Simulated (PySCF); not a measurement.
**TiCl₃⁺: relaxation and vibrations of the singlet**

The task is one start of a wider search on TiCl₃⁺: the singlet, from a trigonal planar start. It is relaxed, tested by its Hessian and followed downhill if it is a saddle.

The runs use PySCF 2.14.0; PBE0, basis Ti def2-TZVP, Cl def2-TZVP, no relativity, density fitting.

### Step 1. Starting geometry

4 atoms, charge 1, spin multiplicity 1.

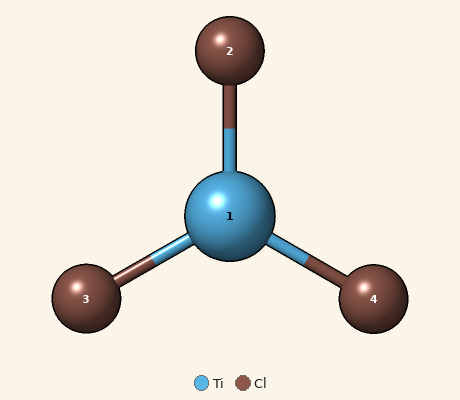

Start geometry, drawn with titanium blue, chlorine brown; atoms are numbered from 1 in the order of the file.

Coordinates in bohr (charge 1 multiplicity 1):
```
Ti    0.0000    0.0000    0.0000
Cl    4.3520    0.0000    0.0000
Cl   -2.1760    3.7691    0.0000
Cl   -2.1760   -3.7691    0.0000
```

### Step 2. The SCF at the typed geometry

The steps below are one call of a driver around PySCF. For each, scf.py gives the equivalent set-up of the SCF; relaxations use the driver's own optimiser. After this first run the driver tries any further starts and a stability analysis.

scf.py reads:

```python
from pyscf import gto, scf, dft
mol = gto.M(atom='''
Ti     0.000000     0.000000     0.000000
Cl     2.303000     0.000000     0.000000
Cl    -1.151500     1.994500     0.000000
Cl    -1.151500    -1.994500     0.000000''',
    basis={'Ti': 'def2-TZVP', 'Cl': 'def2-TZVP'},
    charge=1, spin=0)
mf = dft.RKS(mol, xc='PBE0')
mf.grids.atom_grid = (50, 194)
aux = {'Ti': 'def2-universal-JKFIT', 'Cl': 'def2-universal-JKFIT'}
mf = mf.density_fit(auxbasis=aux)
mf.conv_tol = 1e-08
mf.diis_space = 10
mf.max_cycle = 60
mf.init_guess = 'minao'
mf.verbose = 4
mf.kernel()
```

Run with:

```bash
OMP_NUM_THREADS=4 python axn.py task.json out
```

The log of the run (excerpt; [...] marks lines left out):

```text
[... the frontier levels of the middle cycles are left out ...]
init E= -2229.48287529179
  HOMO = -0.389028754061976  LUMO = -0.152256295429285  gap/eV = 6.44291
cycle= 1 E= -2228.82010975419  delta_E= 0.663  |g|= 1.13  |ddm|=  2.1
  HOMO = -0.567880027154575  LUMO = -0.530377620129989  gap/eV = 1.02049
cycle= 2 E= -2204.91357115576  delta_E= 23.9  |g|= 10.9  |ddm|= 4.55
  HOMO = -0.559403618340385  LUMO = -0.532098545250908  gap/eV = 0.74301
cycle= 3 E= -2216.79456664887  delta_E= -11.9  |g|= 8.54  |ddm|= 1.95
cycle= 4 E= -2217.53913197835  delta_E= -0.745  |g|= 8.39  |ddm|= 0.155
cycle= 5 E= -2217.9534191111  delta_E= -0.414  |g|= 8.24  |ddm|= 0.0763
cycle= 6 E= -2221.26504770323  delta_E= -3.31  |g|= 7.16  |ddm|= 0.549
cycle= 7 E= -2222.64239196118  delta_E= -1.38  |g|=  6.4  |ddm|= 0.864
cycle= 8 E= -2228.08879547473  delta_E= -5.45  |g|= 2.73  |ddm|=    2
cycle= 9 E= -2228.82702906499  delta_E= -0.738  |g|=  1.6  |ddm|= 0.419
cycle= 10 E= -2229.23786739536  delta_E= -0.411  |g|= 0.451  |ddm|= 0.449
cycle= 11 E= -2229.28187678118  delta_E= -0.044  |g|= 0.0688  |ddm|= 0.26
cycle= 12 E= -2229.28259386586  delta_E= -0.000717  |g|= 0.0564  |ddm|= 0.0732
cycle= 13 E= -2229.28331266929  delta_E= -0.000719  |g|= 0.00951  |ddm|= 0.0237
cycle= 14 E= -2229.28333254692  delta_E= -1.99e-05  |g|= 0.00286  |ddm|= 0.00404
cycle= 15 E= -2229.28333500617  delta_E= -2.46e-06  |g|= 0.000309  |ddm|= 0.00239
cycle= 16 E= -2229.28333508418  delta_E= -7.8e-08  |g|= 9.54e-05  |ddm|= 0.000697
cycle= 17 E= -2229.28333508903  delta_E= -4.85e-09  |g|= 3.27e-05  |ddm|= 0.000168
  HOMO = -0.547216108701056  LUMO = -0.404326551280907  gap/eV = 3.88822
Extra cycle  E= -2229.28333508442  delta_E= 4.61e-09  |g|= 0.000147  |ddm|= 9.47e-05
converged SCF energy = -2229.28333508442
```

This step, with its further starts and checks, took 24 s on 4 threads of Arm Neoverse V1, shared host.

Energies from each starting density:

```csv
start,energy (Eh)
the minimal-basis guess,-2229.283335
a thermally smeared density,-2229.283335
a smeared PBE density,-2229.283335
```

The test of internal stability and the other starts found no lower closed-shell solution.

### Step 3. Relaxing the singlet from the trigonal planar start

The program finds D3h symmetry in the start, which this walk keeps. The walk stops when the largest gradient is under 0.0003 Eh/bohr and the energy has settled too.

scf.py, as its differences from that of step 2:

```diff
@@ -3,4 +3,4 @@
-Ti     0.000000     0.000000     0.000000
-Cl     2.303000     0.000000     0.000000
-Cl    -1.151500     1.994500     0.000000
-Cl    -1.151500    -1.994500     0.000000''',
+Ti     0.000000    -0.000000     0.000000
+Cl     2.303025     0.000000     0.000000
+Cl    -1.151513     1.994478     0.000000
+Cl    -1.151513    -1.994478     0.000000''',
@@ -16 +15,0 @@
-mf.init_guess = 'minao'
```

Energy and gradient, step by step:

```csv
step,energy (Eh),change (kJ/mol),largest symmetric gradient (Eh/bohr)
0,-2229.283335,0.00,0.05966
1,-2229.313915,-80.29,0.03094
2,-2229.319989,-96.23,0.01482
3,-2229.321188,-99.38,0.00222
4,-2229.321218,-99.46,0.00014
5,-2229.321218,-99.46,0.00000
```

The walk took 18 s.

Geometry (Å) and forces (eV/Å) at some steps:

```
step 0
Ti   0.000   0.000   0.000  -0.013   0.000   0.000
Cl   2.303   0.000   0.000  -3.069   0.000   0.000
Cl  -1.152   1.994   0.000   1.541  -2.653   0.000
Cl  -1.152  -1.994   0.000   1.541   2.653   0.000
step 1
Ti   0.000   0.000   0.000  -0.018   0.000   0.000
Cl   2.188   0.000   0.000  -1.588   0.000   0.000
Cl  -1.094   1.895   0.000   0.803  -1.375   0.000
Cl  -1.094  -1.895   0.000   0.803   1.375   0.000
step 3
Ti   0.000   0.000   0.000  -0.015   0.000   0.000
Cl   2.114   0.000   0.000  -0.112   0.000   0.000
Cl  -1.057   1.831   0.000   0.063  -0.097   0.000
Cl  -1.057  -1.831   0.000   0.063   0.097   0.000
step 5
Ti   0.000   0.000   0.000  -0.014   0.000   0.000
Cl   2.109   0.000   0.000   0.002   0.000   0.000
Cl  -1.054   1.826   0.000   0.006   0.002   0.000
Cl  -1.054  -1.826   0.000   0.006  -0.002   0.000
```

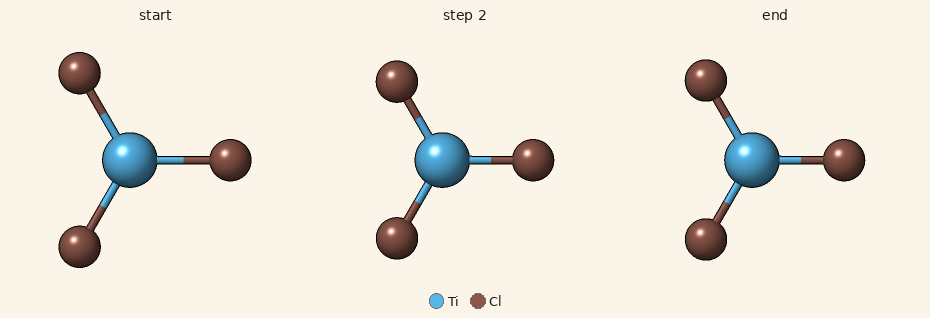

Start and end of the relaxation, with a step between.

After 5 steps and 99.5 kJ/mol it ends at D3h: Ti–Cl 2.109 Å (×3); Cl–Ti–Cl 120.0° (×3).

### Step 4. Hessian and properties

The point is checked on the finer grid, and tightened if its gradient asks for it. The Hessian and the dipole derivatives come from central differences of analytic gradients, with steps of 0.02 bohr.

scf.py, as its differences from that of step 3:

```diff
@@ -3,4 +3,4 @@
-Ti     0.000000    -0.000000     0.000000
-Cl     2.303025     0.000000     0.000000
-Cl    -1.151513     1.994478     0.000000
-Cl    -1.151513    -1.994478     0.000000''',
+Ti     0.000000     0.000000     0.000000
+Cl     2.108863     0.000000     0.000000
+Cl    -1.054432     1.826329     0.000000
+Cl    -1.054432    -1.826329     0.000000''',
@@ -10 +10 @@
-mf.grids.atom_grid = (50, 194)
+mf.grids.atom_grid = (75, 302)
@@ -13 +13 @@
-mf.conv_tol = 1e-08
+mf.conv_tol = 1e-10
```

The driver hands on the density of the step before, so the log starts near convergence.

SCF at the final geometry:

```text
init E= -2229.32134173732
  HOMO = -0.556056438259059  LUMO = -0.379112364019341  gap/eV = 4.81489
cycle= 1 E= -2229.32134173729  delta_E= 3e-11  |g|= 1.18e-05  |ddm|= 7.74e-06
  HOMO = -0.556056537071689  LUMO = -0.379107969040303  gap/eV = 4.81502
cycle= 2 E= -2229.32134173682  delta_E= 4.68e-10  |g|= 4.78e-05  |ddm|= 2.89e-05
  HOMO = -0.556056391257526  LUMO = -0.379111519167978  gap/eV = 4.81492
cycle= 3 E= -2229.32134173732  delta_E= -4.97e-10  |g|= 2.35e-06  |ddm|= 2.32e-05
  HOMO = -0.556056410165196  LUMO = -0.379111477503343  gap/eV = 4.81492
cycle= 4 E= -2229.32134173732  delta_E= -9.09e-13  |g|= 2.81e-07  |ddm|= 1.96e-06
  HOMO = -0.556056423238413  LUMO = -0.379111500029707  gap/eV = 4.81492
Extra cycle  E= -2229.32134173731  delta_E= 3.64e-12  |g|= 4.14e-07  |ddm|= 5.56e-07
converged SCF energy = -2229.32134173731
```

The whole step took 39 s.

Geometry: D3h; Ti–Cl 2.109 Å (×3); Cl–Ti–Cl 120.0° (×3).

Harmonic modes (main isotopes):

```tsv
symmetry	ω (cm⁻¹)	IR (km/mol)	type
a2''	86i	34.4	bend
e'	115	0.4	bend
a1'	432	0.0	stretch
e'	595	321	stretch
```

With 1 mode imaginary (up to 86i cm⁻¹) this point is a saddle.

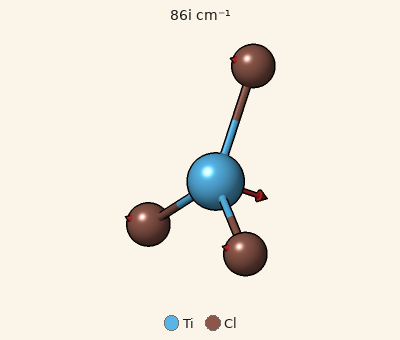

The imaginary mode, as arrows.

Properties at this point:

| Property | Result |
| --- | --- |
| Dipole moment about the centre of mass | 0.00 D |
| Highest occupied level | -15.13 eV |
| Lowest empty level | -10.32 eV |
| Rotational constants | 0.07226, 0.07226, 0.03613 cm⁻¹ |
| Zero-point energy (real modes) | 11.1 kJ/mol |
| Principal polarisabilities | 38.1, 82.1, 82.1 bohr³ |
| Principal traceless quadrupole moments about the centre of mass | -1.79, 0.90, 0.90 D Å |

Populations by atom (charges in e):

```
   atom  Mulliken  Löwdin  polar tensor  Mayer order to Ti1
    Ti1      1.31   -0.16          2.09                   –
Cl2,3,4     -0.10    0.39         -0.36                1.42
```

Outer orbital energies (eV). occupied: -17.06, -17.06, -16.14, -16.14, -15.87, -15.87, -15.74, -15.13; empty: -10.32, -9.97, -9.97, -8.70.

Mulliken populations on Ti1: s 6.19, p 12.30, d 2.18, f 0.03.

### Step 5. Leaving the saddle point

The atoms are moved a little along the softest imaginary mode and relaxed again.

The program finds C3v symmetry in the start, which this walk keeps. The walk stops when the largest gradient is under 0.0003 Eh/bohr and the energy has settled too.

scf.py, as its differences from that of step 4:

```diff
@@ -3,4 +3,4 @@
-Ti     0.000000     0.000000     0.000000
-Cl     2.108863     0.000000     0.000000
-Cl    -1.054432     1.826329     0.000000
-Cl    -1.054432    -1.826329     0.000000''',
+Ti    -0.000000     0.000000     0.250000
+Cl     2.108863    -0.000000    -0.114263
+Cl    -1.054432     1.826329    -0.114263
+Cl    -1.054432    -1.826329    -0.114263''',
@@ -10 +10 @@
-mf.grids.atom_grid = (75, 302)
+mf.grids.atom_grid = (50, 194)
@@ -13 +13 @@
-mf.conv_tol = 1e-10
+mf.conv_tol = 1e-08
```

Steps of the walk:

```csv
step,energy (Eh),change (kJ/mol),largest symmetric gradient (Eh/bohr)
0,-2229.321682,0.00,0.01448
1,-2229.323264,-4.15,0.00505
2,-2229.324004,-6.09,0.00184
3,-2229.324216,-6.65,0.00309
4,-2229.324268,-6.79,0.00036
5,-2229.324273,-6.80,0.00004
```

The walk took 20 s.

Positions (Å) and forces (eV/Å) along the way:

```
step 0
Ti   0.000   0.000   0.250   0.019   0.000  -0.223
Cl   2.109   0.000  -0.114  -0.750   0.000   0.073
Cl  -1.054   1.826  -0.114   0.365  -0.646   0.075
Cl  -1.054  -1.826  -0.114   0.365   0.646   0.075
step 1
Ti   0.000   0.000   0.281   0.018   0.000   0.019
Cl   2.077   0.000  -0.125  -0.264   0.000  -0.012
Cl  -1.039   1.799  -0.125   0.123  -0.226  -0.004
Cl  -1.039  -1.799  -0.125   0.123   0.226  -0.004
step 3
Ti   0.000   0.000   0.452  -0.005   0.000  -0.159
Cl   2.011   0.000  -0.182  -0.131   0.000   0.050
Cl  -1.006   1.742  -0.182   0.068  -0.117   0.055
Cl  -1.006  -1.742  -0.182   0.068   0.117   0.055
step 5
Ti   0.000   0.000   0.436  -0.001   0.000   0.002
Cl   2.012   0.000  -0.176  -0.001   0.000  -0.006
Cl  -1.006   1.742  -0.176   0.001  -0.002   0.002
Cl  -1.006  -1.742  -0.176   0.001   0.002   0.002
```

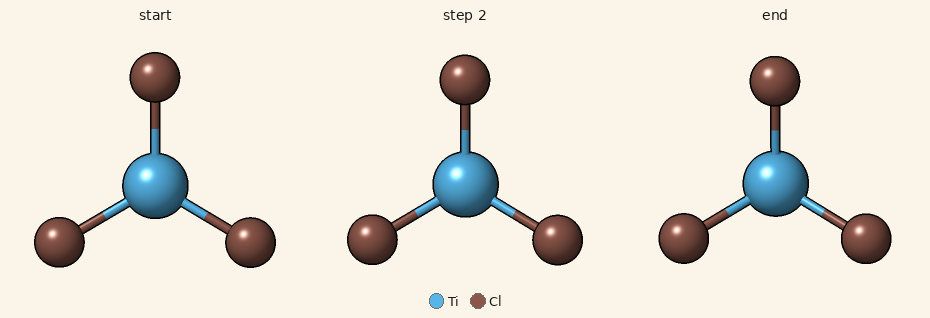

Start and end of the relaxation, with a step between.

End point (C3v, 5 steps, 6.8 kJ/mol gained): Ti–Cl 2.103 Å (×3); Cl–Ti–Cl 111.9° (×3).

### Step 6. Is it a minimum? Harmonic modes

The same treatment as at the point before.

scf.py, as its differences from that of step 5:

```diff
@@ -3,4 +3,4 @@
-Ti    -0.000000     0.000000     0.250000
-Cl     2.108863    -0.000000    -0.114263
-Cl    -1.054432     1.826329    -0.114263
-Cl    -1.054432    -1.826329    -0.114263''',
+Ti     0.000000     0.000000     0.420480
+Cl     2.011861    -0.000000    -0.192106
+Cl    -1.005930     1.742323    -0.192106
+Cl    -1.005930    -1.742323    -0.192106''',
@@ -10 +10 @@
-mf.grids.atom_grid = (50, 194)
+mf.grids.atom_grid = (75, 302)
@@ -13 +13 @@
-mf.conv_tol = 1e-08
+mf.conv_tol = 1e-10
```

SCF at the final geometry:

```text
init E= -2229.32436461418
  HOMO = -0.548354190915134  LUMO = -0.368461867604276  gap/eV = 4.89512
cycle= 1 E= -2229.32436461417  delta_E= 1.09e-11  |g|= 7.44e-06  |ddm|= 7.54e-06
  HOMO = -0.548354289629908  LUMO = -0.368459851295866  gap/eV = 4.89518
Extra cycle  E= -2229.32436461405  delta_E= 1.16e-10  |g|= 2.48e-05  |ddm|= 1.82e-05
converged SCF energy = -2229.32436461405
```

The whole step took 49 s on 4 threads of Arm Neoverse V1, shared host.

Geometry: C3v; Ti–Cl 2.103 Å (×3); Cl–Ti–Cl 111.9° (×3).

Modes, for the most abundant isotopes:

```tsv
symmetry	ω (cm⁻¹)	IR (km/mol)	μ (u)	type
a1	106	16.5	40.56	bend
e	135	0.7	36.17	bend
a1	475	9.5	36.73	stretch
e	576	301	40.77	stretch
```

μ is the mass of the mode for normalised Cartesian displacements, not the reduced mass of the usual diatomic formula.

All wavenumbers are real: a minimum.

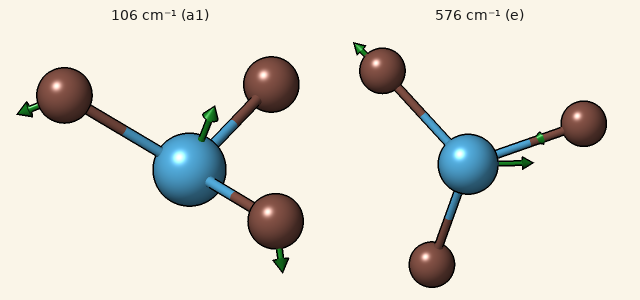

Displacements of 2 of the modes, as arrows (one member where a mode is degenerate).

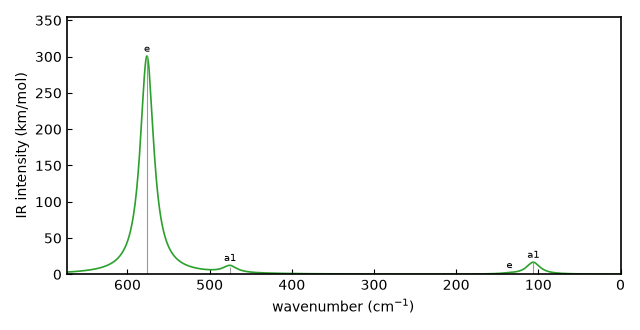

The harmonic infrared spectrum (widths in cm⁻¹). Lines are broadened to a width of 20 cm⁻¹ (Lorentzian).

Constants and moments:

* Dipole moment about the centre of mass: 2.96 D
* Highest occupied level: -14.92 eV
* Lowest empty level: -10.03 eV
* Rotational constants: 0.07504, 0.07504, 0.0397 cm⁻¹
* Zero-point energy: 12.0 kJ/mol
* Principal polarisabilities: 38.3, 79.1, 79.1 bohr³
* Principal traceless quadrupole moments about the centre of mass: -0.35, -0.35, 0.69 D Å
* Entropy at 298.15 K and 1 bar: 326.3 J/(mol K)
* Heat capacity Cp at 298.15 K: 72.0 J/(mol K)
* Enthalpy at 298.15 K above 0 K: 16.88 kJ/mol
* Rotational symmetry number: 3

Charges (e) and bond orders:

```tsv
atom	Mulliken	Löwdin	polar tensor	Mayer order to Ti1
Ti1	1.27	-0.18	2.01	–
Cl2,3,4	-0.09	0.39	-0.34	1.44
```

Outer orbital energies (eV). occupied: -16.89, -16.89, -16.29, -16.29, -15.94, -15.52, -15.52, -14.92; empty: -10.03, -9.67, -9.67, -8.58.

Mulliken populations on Ti1: s 6.20, p 12.30, d 2.21, f 0.03.

### Step 7. Stability of the closed shell

At the lowest minimum the closed shell is tested against spin polarisation, on the (50, 194) grid. It is stable.

### Step 8. The points found, side by side

| spin | group | bonds | imaginary modes (cm⁻¹) | ΔE (kJ/mol) | with zero-point energy |
| --- | --- | --- | --- | --- | --- |
| singlet | C3v | Ti–Cl 2.103 Å (×3) | none | 0.0 | 0.0 |
| singlet | D3h | Ti–Cl 2.109 Å (×3) | 86i | 7.9 | – |

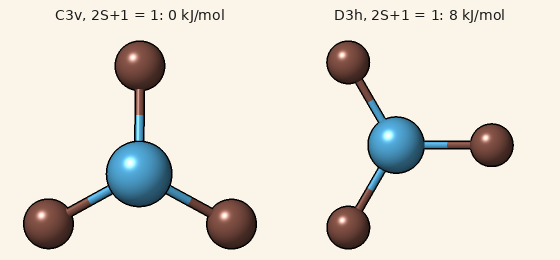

The points, lowest first (titanium blue, chlorine brown).

### Step 9. Outcome

| quantity | value |
| --- | --- |
| minimum | singlet, C3v |
| geometry | Ti–Cl 2.103 Å (×3); Cl–Ti–Cl 111.9° (×3) |
| wavenumbers (cm⁻¹) | 106 (a1), 135 (e), 475 (a1), 576 (e) |
| dipole moment (centre of mass) | 2.96 D |
| highest occupied, lowest empty level | -14.92, -10.03 eV |
| polar-tensor charge of Ti1 | +2.01 e |
| zero-point energy | 12.0 kJ/mol |
| entropy at 298.15 K | 326.3 J/(mol K) |

In words: From D3h at the start the molecule goes to a C3v minimum, after a stop at a saddle point 7.9 kJ/mol higher, from which it was pushed off along an imaginary mode. In the infrared the band at 576 cm⁻¹ (e, stretch) leads. Other starts or spin states, not run here, may lie lower.

The search up to here took 2.6 min.
